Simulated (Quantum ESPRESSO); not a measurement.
**CdF2 (Fm-3m): third-order response**

Wanted: vibrational spectra of CdF2 (Fm-3m) from linear and non-linear response.

Main program and level: Quantum ESPRESSO 8.0 development, patched; DFT LDA, scalar-relativistic, plane waves, PseudoDojo norm-conserving pseudopotentials.

**1. Starting point**

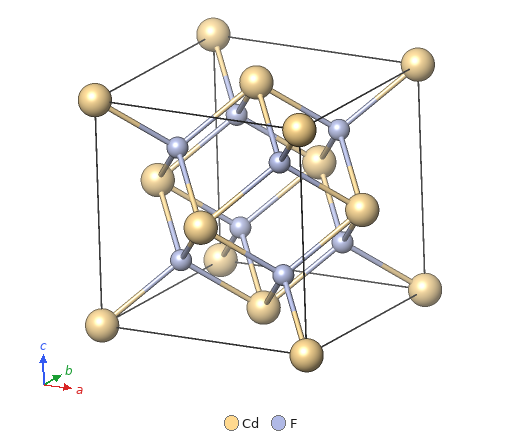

The starting structure, seen slightly off an axis (cadmium orange, fluorine light blue). This picture shows the conventional cell, with its axes. Some periodic images of atoms are drawn too.

**2. A first look**

Before anything dear is run, a loose run with smearing shows whether this is a metal and how far the cell is from rest.

Contents of probe.in:

```
&control
   calculation = 'scf'
   prefix = 'x'
   outdir = './tmp'
   pseudo_dir = './pseudo'
   tprnfor = .true.
   tstress = .true.
   verbosity = 'high'
/
&system
   ibrav = 0
   nat = 3
   ntyp = 2
   ecutwfc = 102.0
   occupations = 'smearing'
   smearing = 'gaussian'
   degauss = 0.01
/
&electrons
   conv_thr = 1.0d-07
   mixing_beta = 0.7
   electron_maxstep = 100
/
ATOMIC_SPECIES
 Cd    112.4140  Cd.upf
 F      18.9984  F.upf
CELL_PARAMETERS angstrom
    -2.694000000    0.000000000    2.694000000
     0.000000000    2.694000000    2.694000000
    -2.694000000    2.694000000    0.000000000
ATOMIC_POSITIONS crystal
 Cd     0.000000000   0.000000000   0.000000000
 F      0.750000000   0.750000000   0.750000000
 F      0.250000000   0.250000000   0.250000000
K_POINTS automatic
 6 6 6 0 0 0
```

Launch:

```console
OMP_NUM_THREADS=1 mpirun -n 4 pw.x -nk 4 -in probe.in > probe.out
```

What it wrote:

```text
[banners, grids, parts of the stress and lines that vanish by symmetry left out]
Program PWSCF v.8.0dev
     In Cd.upf r*V + 2Z of the local potential adds  1.5E-02 Ry bohr^3 between 6 and 10 bohr.
     Times the mean valence density, that enters the energy per atom
[...]
kinetic-energy cutoff     =     102.0000  Ry
     charge density cutoff     =     408.0000  Ry
     scf convergence threshold =      1.0E-07
[...]
Exchange-correlation= SLA-PW-NOGX-NOGC
                           (   1   4   0   0   0   0   0)
[...]
48 Sym. Ops., with inversion, found
[...]
(     0          1          0      )
                  (     0          0          1      )
[...]
(  0.0000000  1.0000000  0.0000000 )
                  (  0.0000000  0.0000000  1.0000000 )
[...]
(     1          0         -1      )
[...]
(     0          1         -1      )
                  (     0          1          0      )
[...]
( -1.0000000  0.0000000  0.0000000 )
                  (  0.0000000  1.0000000  0.0000000 )
[...]
number of k points=    16  Gaussian smearing, width (Ry)=  0.0100
[...]
End of self-consistent calculation
[...]
the Fermi energy is     7.3022 ev
!    total energy              =    -449.01339076 Ry
[...]
convergence has been achieved in   7 iterations
[...]
atom    1 type  1   force =    -0.00000000   -0.00000000   -0.00000000
     atom    2 type  2   force =     0.00000000   -0.00000000   -0.00000000
     atom    3 type  2   force =    -0.00000000    0.00000000    0.00000000
[...]
Total force =     0.000000     Total SCF correction =     0.000000
[...]
total   stress  (Ry/bohr**3)                   (kbar)     P=      -57.45
[...]
XML data file, charge density, pseudopotentials, collected wavefunctions

   JOB DONE.
```

Elapsed: 7.3 s, on 4 MPI ranks of Intel Xeon at 2.70GHz, shared host; 28 s of CPU time.

Numbers from this step:

| Property | Result |
| --- | --- |
| volume per atom | 13.03 Å³ |
| pressure | -5.745 GPa |
| gap on the k-mesh | 2.840 eV |

A gap of 2.8 eV opens on this mesh, so the crystal is taken as an insulator; the start stands at -5.7 GPa.

**3. Relaxing the cell and atoms**

The relaxation runs at a cutoff a fifth above that of the response, since stress converges more slowly with the basis than frequencies do. Forces and stress are brought to rest with tight thresholds.

Contents of relax.in:

```
&control
   calculation = 'vc-relax'
   prefix = 'x'
   outdir = './tmp'
   pseudo_dir = './pseudo'
   tprnfor = .true.
   tstress = .true.
   forc_conv_thr = 2.0d-05
   etot_conv_thr = 1.0d-07
   nstep = 40
/
&system
   ibrav = 0
   nat = 3
   ntyp = 2
   ecutwfc = 122
   occupations = 'fixed'
   nbnd = 19
/
&electrons
   conv_thr = 1.0d-11
   mixing_beta = 0.7
   electron_maxstep = 100
/
&ions
/
&cell
   press_conv_thr = 0.2
/
ATOMIC_SPECIES
 Cd    112.4140  Cd.upf
 F      18.9984  F.upf
CELL_PARAMETERS angstrom
    -2.694000000    0.000000000    2.694000000
     0.000000000    2.694000000    2.694000000
    -2.694000000    2.694000000    0.000000000
ATOMIC_POSITIONS crystal
 Cd     0.000000000   0.000000000   0.000000000
 F      0.750000000   0.750000000   0.750000000
 F      0.250000000   0.250000000   0.250000000
K_POINTS automatic
 8 8 8 0 0 0
```

Launch:

```console
OMP_NUM_THREADS=1 mpirun -n 4 pw.x -nk 4 -in relax.in > relax.out
```

What it wrote:

```text
[banners, grids, parts of the stress and lines that vanish by symmetry left out]
[banner, memory and clock lines left out]
Program PWSCF v.8.0dev

[...]
kinetic-energy cutoff     =     122.0000  Ry
     charge density cutoff     =     488.0000  Ry
     scf convergence threshold =      1.0E-11
[...]
energy convergence thresh.=      1.0E-07
     force convergence thresh. =      2.0E-05
     press convergence thresh. =      2.0E-01
     Exchange-correlation= SLA-PW-NOGX-NOGC
                           (   1   4   0   0   0   0   0)
[...]
48 Sym. Ops., with inversion, found
[...]
number of k points=    29
[...]
End of self-consistent calculation
[...]
highest occupied, lowest unoccupied level (ev):     6.0983    8.9193
!    total energy              =    -449.01346907 Ry
[...]
convergence has been achieved in  12 iterations
[...]
atom    1 type  1   force =     0.00000000    0.00000000    0.00000000
     atom    2 type  2   force =     0.00000000   -0.00000000    0.00000000
     atom    3 type  2   force =    -0.00000000    0.00000000   -0.00000000
     Total force =     0.000000     Total SCF correction =     0.000000
[...]
total   stress  (Ry/bohr**3)                   (kbar)     P=      -56.72
[...]
number of bfgs steps    =   0
[...]
CELL_PARAMETERS (angstrom)
[...]
ATOMIC_POSITIONS (crystal)
Cd               0.0000000000        0.0000000000        0.0000000000
F                0.7500000000        0.7500000000        0.7500000000
F                0.2500000000        0.2500000000        0.2500000000
[...]
New effective cutoffs (rho, wfc):  496.97  124.36
[...]
End of self-consistent calculation
[...]
highest occupied, lowest unoccupied level (ev):     6.5563    9.4817
!    total energy              =    -449.01561498 Ry
[...]
convergence has been achieved in   9 iterations
[...]
atom    1 type  1   force =     0.00000000    0.00000000   -0.00000000
     atom    2 type  2   force =     0.00000000    0.00000000   -0.00000000
     atom    3 type  2   force =     0.00000000    0.00000000    0.00000000
     Total force =     0.000000     Total SCF correction =     0.000000
[...]
total   stress  (Ry/bohr**3)                   (kbar)     P=      -25.89
[...]
number of bfgs steps    =   1
[...]
CELL_PARAMETERS (angstrom)
[...]
ATOMIC_POSITIONS (crystal)
Cd              -0.0000000000       -0.0000000000        0.0000000000
[...]
New effective cutoffs (rho, wfc):  504.91  126.35
[...]
End of self-consistent calculation
[...]
highest occupied, lowest unoccupied level (ev):     6.9442    9.9559
!    total energy              =    -449.01609999 Ry
[...]
convergence has been achieved in  10 iterations
[...]
atom    1 type  1   force =    -0.00000000   -0.00000000    0.00000000
     atom    2 type  2   force =     0.00000000   -0.00000000    0.00000000
     atom    3 type  2   force =     0.00000000    0.00000000   -0.00000000
     Total force =     0.000000     Total SCF correction =     0.000000
[...]
total   stress  (Ry/bohr**3)                   (kbar)     P=        2.86
[...]
number of bfgs steps    =   2
[...]
CELL_PARAMETERS (angstrom)
[...]
ATOMIC_POSITIONS (crystal)
[...]
New effective cutoffs (rho, wfc):  504.12  126.15
[...]
End of self-consistent calculation
[...]
highest occupied, lowest unoccupied level (ev):     6.9054    9.9086
!    total energy              =    -449.01610545 Ry
[...]
convergence has been achieved in   8 iterations
[...]
atom    1 type  1   force =     0.00000000    0.00000000   -0.00000000
     atom    2 type  2   force =    -0.00000000    0.00000000    0.00000000
     atom    3 type  2   force =    -0.00000000   -0.00000000    0.00000000
     Total force =     0.000000     Total SCF correction =     0.000000
[...]
total   stress  (Ry/bohr**3)                   (kbar)     P=       -0.12
[...]
number of bfgs steps    =   3
[...]
small trust_radius: resetting bfgs history
[...]
CELL_PARAMETERS (angstrom)
[...]
ATOMIC_POSITIONS (crystal)
[...]
New effective cutoffs (rho, wfc):  504.14  126.16
[...]
End of self-consistent calculation
[...]
highest occupied, lowest unoccupied level (ev):     6.9064    9.9098
!    total energy              =    -449.01610546 Ry
[...]
convergence has been achieved in   5 iterations
[...]
atom    1 type  1   force =     0.00000000    0.00000000    0.00000000
     atom    2 type  2   force =     0.00000000    0.00000000    0.00000000
     atom    3 type  2   force =     0.00000000    0.00000000    0.00000000
     Total force =     0.000000     Total SCF correction =     0.000000
[...]
total   stress  (Ry/bohr**3)                   (kbar)     P=       -0.04
[...]
bfgs converged in   5 scf cycles and   4 bfgs steps
[...]
End of BFGS Geometry Optimization
     Final enthalpy           =    -449.0161054575 Ry
     File ./tmp/x.bfgs deleted, as requested
[...]
CELL_PARAMETERS (angstrom)
[...]
ATOMIC_POSITIONS (crystal)
[...]
F                0.7500000000        0.7500000000        0.7500000000
F                0.2500000000        0.2500000000        0.2500000000
[...]
Final scf calculation at the relaxed structure.
[...]
kinetic-energy cutoff     =     122.0000  Ry
     charge density cutoff     =     488.0000  Ry
     scf convergence threshold =      1.0E-13
[...]
press convergence thresh. =      2.0E-01
     Exchange-correlation= SLA-PW-NOGX-NOGC
                           (   1   4   0   0   0   0   0)
[...]
48 Sym. Ops., with inversion, found
[...]
number of k points=    29
[...]
End of self-consistent calculation
[...]
highest occupied, lowest unoccupied level (ev):     6.9065    9.9098
!    total energy              =    -449.01609309 Ry
[...]
convergence has been achieved in  14 iterations
[...]
atom    1 type  1   force =     0.00000000    0.00000000    0.00000000
     atom    2 type  2   force =     0.00000000    0.00000000    0.00000000
     atom    3 type  2   force =    -0.00000000   -0.00000000   -0.00000000
     Total force =     0.000000     Total SCF correction =     0.000000
[...]
total   stress  (Ry/bohr**3)                   (kbar)     P=       -0.02
[...]
XML data file, charge density, pseudopotentials, collected wavefunctions
```

Wall time 1.8 min (4 MPI ranks); 7.2 min of CPU time.

The steps of the relaxation:

```csv
step,energy less that of the first step (eV),largest force (eV/Å),pressure (GPa),volume (Å³)
1,0.0000,0.0000,-5.67,39.10
2,-0.0292,0.0000,-2.59,37.98
3,-0.0358,0.0000,0.29,37.09
4,-0.0359,0.0000,-0.01,37.18
5,-0.0359,0.0000,0.00,37.18
6,-0.0357,0.0000,0.00,37.18
```

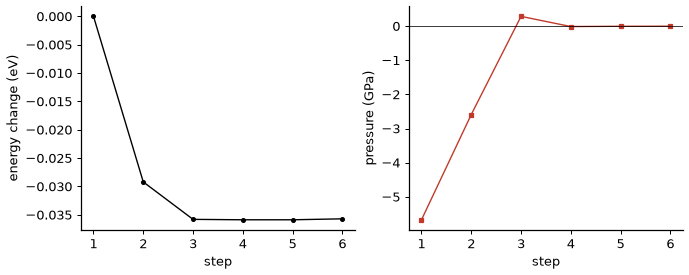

Energy and pressure along the relaxation.

```csv
"conventional cell, symmetrised",before,after,change
a (Å),5.388,5.298,-1.7 %
b (Å),5.388,5.298,-1.7 %
c (Å),5.388,5.298,-1.7 %
volume (Å³/atom),13.03,12.39,-4.9 %
```

The relaxed structure:

```xyz
3
Lattice="-2.6490 0.0000 2.6490 0.0000 2.6490 2.6490 -2.6490 2.6490 0.0000" Properties=species:S:1:pos:R:3 pbc="T T T"
Cd    0.0000    0.0000    0.0000
F    -3.9735    3.9735    3.9735
F    -1.3245    1.3245    1.3245
```

The last row of the table of steps is pw.x's closing run on a basis chosen anew for the final cell, so its energy can jump.

Read from the output:

* volume per atom: 12.39 Å³
* pressure: -0.002 GPa
* gap on the k-mesh: 3.003 eV

The volume changes by -4.9 % from the cell with which this run began.

**4. Self-consistent run for the response**

The response is built on this ground state, so it is converged far tighter than an energy would need. With a gap, occupations are fixed, which also allows the response to an electric field.

Contents of scf.in:

```
&control
   calculation = 'scf'
   prefix = 'x'
   outdir = './tmp'
   pseudo_dir = './pseudo'
   tprnfor = .true.
   tstress = .true.
/
&system
   ibrav = 0
   nat = 3
   ntyp = 2
   ecutwfc = 102.0
   occupations = 'fixed'
   nbnd = 19
/
&electrons
   conv_thr = 1.0d-12
   mixing_beta = 0.7
   electron_maxstep = 100
/
ATOMIC_SPECIES
 Cd    112.4140  Cd.upf
 F      18.9984  F.upf
CELL_PARAMETERS angstrom
    -2.648992487    0.000000000    2.648992487
     0.000000000    2.648992487    2.648992487
    -2.648992487    2.648992487    0.000000000
ATOMIC_POSITIONS crystal
 Cd     0.000000000   0.000000000   0.000000000
 F      0.750000000   0.750000000   0.750000000
 F      0.250000000   0.250000000   0.250000000
K_POINTS automatic
 8 8 8 0 0 0
```

Launch:

```console
OMP_NUM_THREADS=1 mpirun -n 4 pw.x -nk 4 -in scf.in > scf.out
```

What it wrote:

```text
[banners, grids, parts of the stress and lines that vanish by symmetry left out]
[banner, memory and clock lines left out]
Program PWSCF v.8.0dev

[...]
kinetic-energy cutoff     =     102.0000  Ry
     charge density cutoff     =     408.0000  Ry
     scf convergence threshold =      1.0E-12
[...]
Exchange-correlation= SLA-PW-NOGX-NOGC
                           (   1   4   0   0   0   0   0)
[...]
48 Sym. Ops., with inversion, found
[...]
number of k points=    29
[...]
End of self-consistent calculation
[...]
highest occupied, lowest unoccupied level (ev):     6.9065    9.9099
!    total energy              =    -449.01601556 Ry
[...]
convergence has been achieved in  12 iterations
[...]
atom    1 type  1   force =     0.00000000    0.00000000    0.00000000
     atom    2 type  2   force =     0.00000000    0.00000000   -0.00000000
     atom    3 type  2   force =     0.00000000    0.00000000   -0.00000000
     Total force =     0.000000     Total SCF correction =     0.000000
[...]
total   stress  (Ry/bohr**3)                   (kbar)     P=       -0.63
[...]
XML data file, charge density, pseudopotentials, collected wavefunctions
```

It took 16 s on 4 MPI ranks.

Read from the output:

| Property | Result |
| --- | --- |
| pressure | -0.063 GPa |

The cell stands at -0.063 GPa, close enough for phonons.

**5. Zone-centre response**

At q = 0 one unit cell holds all displacements; symmetry groups them into irreducible representations that are solved one by one. The response to a field gives ε∞ and the Born charges, which polar modes need. Third-order response adds the Raman tensors.

Contents of ph.in:

```
phonons
&inputph
   prefix = 'x'
   outdir = './tmp'
   fildyn = 'g.dyn'
   tr2_ph = 1.0d-18
   epsil = .true.
   lraman = .true.
   elop = .true.
/
0.000000000000 0.000000000000 0.000000000000
```

Launch:

```console
OMP_NUM_THREADS=1 mpirun -n 4 ph.x -nk 4 -in ph.in > ph.out
```

What it wrote:

```text
[banners, grids, parts of the stress and lines that vanish by symmetry left out]
[banner, memory and clock lines left out]
Program PHONON v.8.0dev

[...]
(   1q-points):
[...]
Exchange-correlation= PW
                           (   1   4   0   0   0   0   0)
[...]
kinetic-energy cut-off    =     102.0000  Ry
     charge density cut-off    =     408.0000  Ry
     convergence threshold     =      1.0E-18
[...]
Exchange-correlation= PW
                           (   1   4   0   0   0   0   0)
[...]
q = (   0.0000000   0.0000000   0.0000000 )
     49 Sym.Ops. (with q -> -q+G )
     G cutoff =  517.9521  (  34957 G-vectors)     FFT grid: ( 45, 45, 45)
     number of k points=    29
[...]
Mode symmetry, O_h (m-3m)  point group:
[...]
Dielectric constant
[...]
End of electric fields calculation
          Dielectric constant in cartesian axis
          (       2.918572417      -0.000000000      -0.000000000 )
          (      -0.000000000       2.918572417       0.000000000 )
          (      -0.000000000       0.000000000       2.918572417 )
          Effective charges (d Force / dE) in cartesian axis without acoustic sum rule applied (asr)
           atom    1  Cd    Mean Z*:        2.45261
      Ex  (        2.45261       -0.00000       -0.00000 )
      Ey  (       -0.00000        2.45261       -0.00000 )
      Ez  (        0.00000        0.00000        2.45261 )
           atom    2  F     Mean Z*:       -1.22631
      Ex  (       -1.22631       -0.00000        0.00000 )
      Ey  (       -0.00000       -1.22631       -0.00000 )
      Ez  (        0.00000       -0.00000       -1.22631 )
           atom    3  F     Mean Z*:       -1.22631
      Ex  (       -1.22631        0.00000       -0.00000 )
      Ey  (       -0.00000       -1.22631       -0.00000 )
      Ez  (       -0.00000        0.00000       -1.22631 )
          Effective charges Sum: Mean:       -0.00001
[...]
Effective charges (d Force / dE) in cartesian axis with asr applied:
           atom    1  Cd    Mean Z*:        2.45261
[...]
atom    2  F     Mean Z*:       -1.22631
[...]
atom    3  F     Mean Z*:       -1.22631
[...]
Dielectric constant from finite-differences
          (       2.918905658      -0.000000000      -0.000000000 )
          (      -0.000000000       2.918905658       0.000000000 )
          (      -0.000000000       0.000000000       2.918905658 )
[...]
(      -0.000000000      -0.000000000      -0.000000000 )
          (       0.000000000       0.000000000      -0.000000000 )
          (      -0.000000000      -0.000000000      -0.000000000 )
          (      -0.000000000      -0.000000000      -0.000000000 )
          (      -0.000000000      -0.000000000      -0.000000000 )
          (       0.000000000       0.000000000      -0.000000000 )
          (      -0.000000000       0.000000000      -0.000000000 )
          (       0.000000000      -0.000000000       0.000000000 )
[...]
(       0.000000000       0.000000000       0.000000000 )
          (       0.158416015       0.000000000      -0.000000000 )
          (       0.000000000       0.158416015       0.000000000 )
          (       0.158416015       0.000000000      -0.000000000 )
          (       0.000000000      -0.000000000       0.000000000 )
[...]
Representation #   1 modes #   1   2   3
[...]
End of self-consistent calculation
     Convergence has been achieved
     Representation #   2 modes #   4   5   6
[...]
End of self-consistent calculation
     Convergence has been achieved
     Representation #   3 modes #   7   8   9
[...]
End of self-consistent calculation
     Convergence has been achieved
[...]
Dielectric constant in cartesian axis
          (       2.918572417      -0.000000000      -0.000000000 )
          (      -0.000000000       2.918572417       0.000000000 )
          (      -0.000000000       0.000000000       2.918572417 )
          Effective charges (d Force / dE) in cartesian axis without acoustic sum rule applied (asr)
           atom    1  Cd    Mean Z*:        2.45261
      Ex  (        2.45261       -0.00000       -0.00000 )
      Ey  (       -0.00000        2.45261       -0.00000 )
      Ez  (        0.00000        0.00000        2.45261 )
           atom    2  F     Mean Z*:       -1.22631
      Ex  (       -1.22631       -0.00000        0.00000 )
      Ey  (       -0.00000       -1.22631       -0.00000 )
      Ez  (        0.00000       -0.00000       -1.22631 )
           atom    3  F     Mean Z*:       -1.22631
      Ex  (       -1.22631        0.00000       -0.00000 )
      Ey  (       -0.00000       -1.22631       -0.00000 )
      Ez  (       -0.00000        0.00000       -1.22631 )
          Effective charges Sum: Mean:       -0.00001
[...]
Effective charges (d Force / dE) in cartesian axis with asr applied:
           atom    1  Cd    Mean Z*:        2.45261
[...]
atom    2  F     Mean Z*:       -1.22631
[...]
atom    3  F     Mean Z*:       -1.22631
[...]
q = (    0.000000000   0.000000000   0.000000000 )
[...]
freq (    1) =      -0.029763 [THz] =      -0.992797 [cm-1]
     freq (    2) =      -0.029763 [THz] =      -0.992797 [cm-1]
     freq (    3) =      -0.029763 [THz] =      -0.992797 [cm-1]
     freq (    4) =       7.141446 [THz] =     238.212998 [cm-1]
     freq (    5) =       7.141446 [THz] =     238.212998 [cm-1]
     freq (    6) =       7.141446 [THz] =     238.212998 [cm-1]
     freq (    7) =       9.555097 [THz] =     318.723719 [cm-1]
     freq (    8) =       9.555097 [THz] =     318.723719 [cm-1]
     freq (    9) =       9.555097 [THz] =     318.723719 [cm-1]
[...]
Mode symmetry, O_h (m-3m)  point group:
     freq (   1-   3) =         -1.0  [cm-1]   --> T_1u G_15  G_4- I
     freq (   4-   6) =        238.2  [cm-1]   --> T_1u G_15  G_4- I
     freq (   7-   9) =        318.7  [cm-1]   --> T_2g G_25' G_5+ R
```

Run time: 23 min. Hardware: 4 MPI ranks; 90 min of CPU time.

Read from the output:

```yaml
miss_of_the_charge_sum_rule: 1.00e-5 e
largest_acoustic_frequency_at_the_zone_centre_before_the_sum_rule: -0.99 cm⁻¹
highest_optical_zone_centre_mode_no_lo_to_term: 318.7 cm⁻¹
lowest_optical_zone_centre_mode: 238.2 cm⁻¹
mean_high_frequency_dielectric_constant: 2.919
largest_born_charge_in_size_third_of_the_trace: 2.453 e
```

Born charge (rows field, columns displacement), before the sum rule (e), principal values of the symmetric part by kind of site:

```csv
atom,atoms with these values,low,middle,high,mean
Cd1,1,2.45,2.45,2.45,2.45
F2,2,-1.23,-1.23,-1.23,-1.23
```

In full for F2:

```
-1.23  0.00  0.00
 0.00 -1.23  0.00
 0.00  0.00 -1.23
```

High-frequency dielectric tensor:

```
2.92 0.00 0.00
0.00 2.92 0.00
0.00 0.00 2.92
```

The acoustic modes at Γ come out as far as 1.0 cm⁻¹ from zero, where they should vanish, a small numerical error; the Born charges miss their sum rule by 1.0e-5 e, which is good.

[end of part 1 of 2]

[Host names and launcher messages were left out of these logs when they were recorded.]

[Logs are printed without paths, hosts, clocks, repeated set-up lines and the standing remarks that a program may print on its own settings, such as how far it seeks lower states.]

[Hosts, paths, dates, database ids (printed as entryN), source tags and the programs' standing remarks are cut or masked in the printed files.]
